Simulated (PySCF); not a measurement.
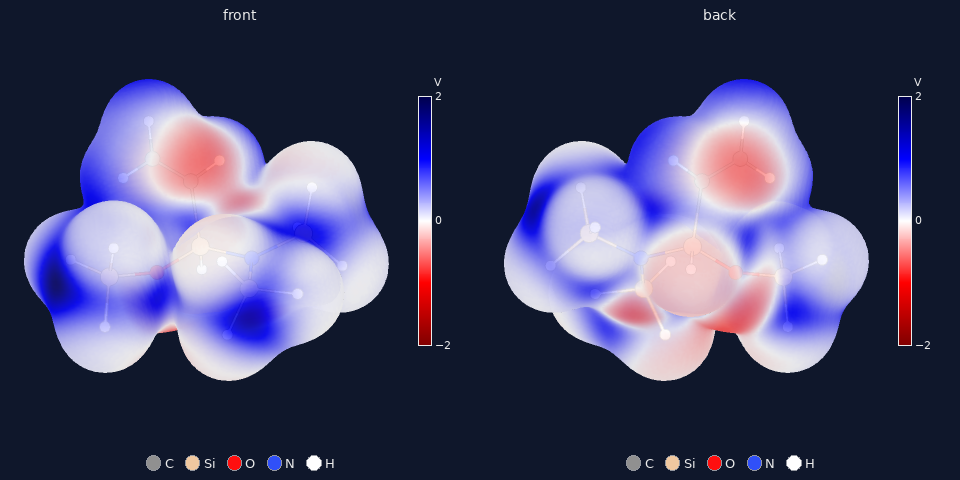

The picture shows: C$_{2}$H$_{13}$NOSi$_{4}$. The electrostatic potential painted on the density surface at 0.002 e/bohr³, seen from the front and from behind; red is negative and blue positive.

Geometry: GFN2-xTB.

Computed with PBE0/pcSseg-1, SCF density, gas phase, non-relativistic (PySCF).

The calculation's input:

```
{"job": {"kind": "nmr", "xc": "PBE0", "basis": "pcSseg-1"}, "charge": 0, "multiplicity": 1}
C      1.054143     2.281132    -1.273279
C      0.120806     1.969457    -0.388834
Si     0.189984     0.505407     0.790340
O      1.498967    -0.403740     0.515542
Si     2.816391    -0.921996    -0.258860
N     -1.225027    -0.483154     0.569250
Si    -2.772350     0.280290     0.792554
Si    -1.053378    -2.116924    -0.014983
H      1.957717     1.697501    -1.358210
H      0.967037     3.120152    -1.948241
H     -0.770730     2.583552    -0.337673
H      0.322593     0.891029     2.196996
H      3.187055    -2.158206     0.423918
H      2.496910    -1.136634    -1.671275
H      3.844395     0.112157    -0.116138
H     -2.580121     1.382302     1.736199
H     -3.695786    -0.715153     1.332999
H     -3.273349     0.804321    -0.484572
H     -2.402771    -2.681899    -0.044477
H     -0.205844    -2.874535     0.905399
H     -0.485563    -2.118116    -1.367125
```

Run with:

```sh
OMP_NUM_THREADS=1 python probes_run.py task.json out
```

Where is the surface potential most negative and most positive?

Answer. The most negative region (about −0.6 V) lies over C1, C2 and O4, the most positive (about +1.5 V) over Si5 and Si7.
